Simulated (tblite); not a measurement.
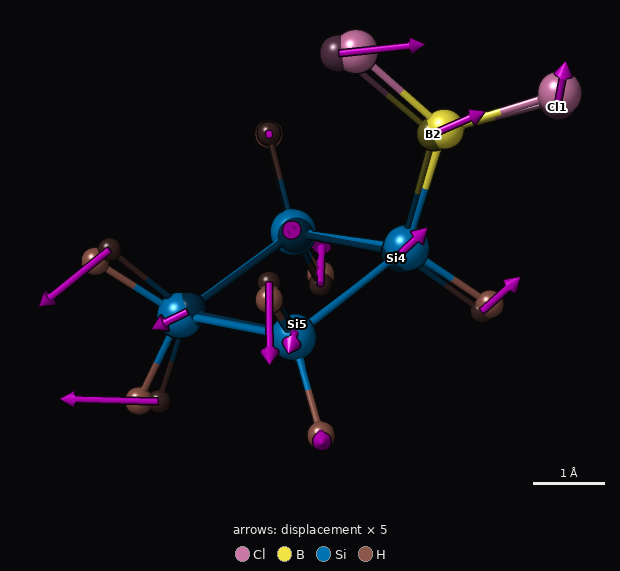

This is a relaxation of BSi4H7Cl2. The starting structure is drawn faded, the final one solid; purple arrows show the displacements, 5 times their true length. The two geometries are superimposed by the best rigid fit.

A ball-and-stick model, seen from a free direction.

These are results of tblite 0.8.0, GFN2-xTB geometry optimisation, gas phase, not measurements. 

**Describe the change and its energy.**

The energy falls by 93.2 kJ/mol in 47 geometry steps. The largest moves after the best rigid fit, 0.29 Å, are those of H atoms. By element the largest moves are H 0.29 Å, Cl 0.25 Å, B 0.17 Å, Si 0.12 Å. Among the contacts that change: Si–Si 2.218 → 2.379 Å, Si–Si 2.224 → 2.358 Å, B–Cl 1.831 → 1.728 Å, B–Cl 1.840 → 1.743 Å. Bond angles that change, for instance: H–Si–H 115.6° → 102.1°, H–Si–H 115.4° → 102.8°, Cl–B–Si 119.8° → 125.1°.
